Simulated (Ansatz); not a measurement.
**Si2H5OF (SMILES O[SiH](F)[SiH3]): SVWN5/6-31G(d) (spherical functions)**

What is the energy change on altering one bond length of Si2H5OF at SVWN5/6-31G* (spherical functions)? 

The calculation is run with Ansatz 0.2.0.

75 further runs of the same task are left out: 75 set aside as unsound or not needed.

## Step 1: The molecule

Si2H5OF has 9 atoms, charge 0, and is taken as a singlet. As SMILES, `O[SiH](F)[SiH3]`. The shape is that of a PBE0-D4/def2-TZVP optimisation. This is one conformer, not always the lowest.

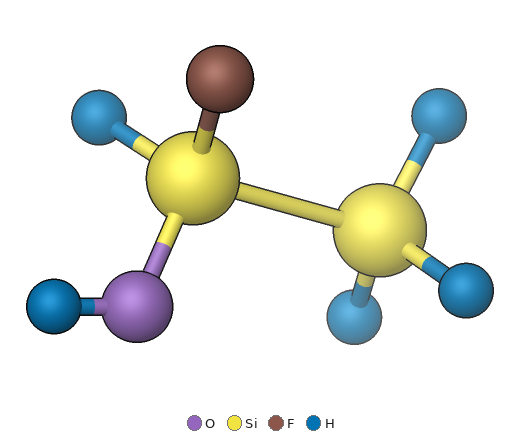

Viewed from a chosen angle; oxygen purple, silicon yellow, fluorine brown, hydrogen blue.

## Step 2: A single-point energy at SVWN5/6-31G(d) (spherical functions)

Contents of job.yaml:

```yaml
crystal:
  periodic: [false, false, false]
  atoms:
    - {symbol: O, position_ang: [-0.392500, -0.610800, 1.768100]}
    - {symbol: Si, position_ang: [-0.831500, -0.160600, 0.257700]}
    - {symbol: F, position_ang: [-1.775600, 1.133800, 0.319400]}
    - {symbol: Si, position_ang: [1.135000, 0.371100, -0.891700]}
    - {symbol: H, position_ang: [-1.050500, -1.005600, 2.343000]}
    - {symbol: H, position_ang: [-1.664600, -1.215400, -0.380600]}
    - {symbol: H, position_ang: [0.798700, 0.860600, -2.255200]}
    - {symbol: H, position_ang: [1.981700, -0.845200, -1.013900]}
    - {symbol: H, position_ang: [1.887800, 1.425600, -0.163800]}
basis:
  gaussian: {orbitals: 6-31G_st_-spherical.json}
hamiltonian: {xc: {name: SVWN5}}
accuracy: high
output: {orbitals: {seedname: orbitals}}
```

The basis set 6-31G* is read from a file made from the Basis Set Exchange's data (not shown).

Run with:

```
$ ansatz run job.yaml --threads 1 --pin off --max-ram 3480MiB --events-out events.jsonl --progress --plain --runs-dir runs
```

Log:

```text
Warning: RAYON_NUM_THREADS=1 ignored (pool sized by the plan → 1); use --threads N
Functional definition: SVWN5
  name "SVWN5"
  exchange = slater_x
  correlation = vwn5_c
1651 factors; integrals over basis functions are off by at most 5.1e-9 eV
mean field evaluation 1: about -20499.8083 eV, gradient 5.8e1 eV
mean field evaluation 2: about -20475.2895 eV, gradient 1.3e2 eV
mean field evaluation 4: about -20505.5780 eV, gradient 9.9e0 eV
mean field evaluation 8: about -20505.7173 eV, gradient 4.6e-1 eV
mean field evaluation 16: about -20505.7180 eV, gradient 7.2e-5 eV
mean field -20505.71796292 eV, -753.5712358623 hartree, gradient 1.3e-8 eV, S^2 0.000000; 0 other end points of the search recorded, 0 dependent functions left out
reference -20505.71796691 eV, -753.5712360090 hartree; 25, 25 occupied and 49, 49 virtual orbitals, 1651 factors
Total energy: -20505.71796691 eV, -753.5712360090 hartree
```

It took 2.8 s on 1 thread of Intel Xeon 6975P-C (Granite Rapids), shared host; peak memory 0.2 GiB.

## Step 3: The distorted shape, same level

Contents of job.yaml:

```yaml
crystal:
  periodic: [false, false, false]
  atoms:
    - symbol: O
      position_ang: [-0.505408, -0.768958, 1.658927]
    - symbol: Si
      position_ang: [-0.944408, -0.318758, 0.148527]
    - symbol: F
      position_ang: [-1.888508, 0.975642, 0.210227]
    - symbol: Si
      position_ang: [1.022092, 0.212942, -1.000873]
    - symbol: H
      position_ang: [-1.163408, -1.163758, 2.233827]
    - symbol: H
      position_ang: [-1.777508, -1.373558, -0.489773]
    - symbol: H
      position_ang: [0.685792, 0.702442, -2.364373]
    - symbol: H
      position_ang: [1.868792, -1.003358, -1.123073]
    - symbol: H
      position_ang: [1.887800, 1.425600, -0.163800]
basis:
  gaussian:
    orbitals: 6-31G_st_-spherical.json
magnetization:
  spin_polarized: false
  initial_magnetization: 0
hamiltonian:
  xc: {name: SVWN5}
accuracy: high
output: {orbitals: {seedname: orbitals}}
```

The basis set 6-31G* is read from a file made from the Basis Set Exchange's data (not shown).

Run with:

```
$ ansatz run job.yaml --threads 1 --pin off --max-ram 3480MiB --events-out events.jsonl --progress --plain --runs-dir runs
```

Log:

```text
Warning: RAYON_NUM_THREADS=1 ignored (pool sized by the plan → 1); use --threads N
[... 4 set-up lines as earlier in the session ...]
1648 factors; integrals over basis functions are off by at most 3.5e-9 eV
mean field evaluation 1: about -20499.6123 eV, gradient 5.8e1 eV
mean field evaluation 2: about -20474.7406 eV, gradient 1.3e2 eV
mean field evaluation 4: about -20505.2961 eV, gradient 1.0e1 eV
mean field evaluation 8: about -20505.4419 eV, gradient 5.6e-1 eV
mean field evaluation 16: about -20505.4431 eV, gradient 6.7e-5 eV
mean field -20505.44305854 eV, -753.5611333129 hartree, gradient 4.2e-8 eV, S^2 0.000000; 0 other end points of the search recorded, 0 dependent functions left out
reference -20505.44306250 eV, -753.5611334582 hartree; 25, 25 occupied and 49, 49 virtual orbitals, 1648 factors
Total energy: -20505.44306250 eV, -753.5611334582 hartree
```

It took 2.3 s on 1 thread of Intel Xeon 6975P-C (Granite Rapids), shared host; peak memory 0.2 GiB.

## Step 4: Results

Level: SVWN5/6-31G* (spherical functions).

| quantity | value |
| --- | --- |
| first shape: total energy | -753.57124 Eh |
| first shape: HOMO energy | -6.90 eV |
| first shape: LUMO energy | -0.68 eV |
| first shape: HOMO–LUMO gap | 6.22 eV |
| distorted shape: total energy | -753.56113 Eh |
| distorted shape: HOMO energy | -6.93 eV |
| distorted shape: LUMO energy | -0.97 eV |
| distorted shape: HOMO–LUMO gap | 5.96 eV |
| energy change with the Si4–H9 bond stretched from 1.486 to 1.709 Å | 0.275 eV |

**Reading.** With the Si4–H9 bond stretched from 1.486 to 1.709 Å the energy rises by 0.27 eV (6.3 kcal/mol). The first shape isn't relaxed at this level, so the change isn't measured from a minimum.
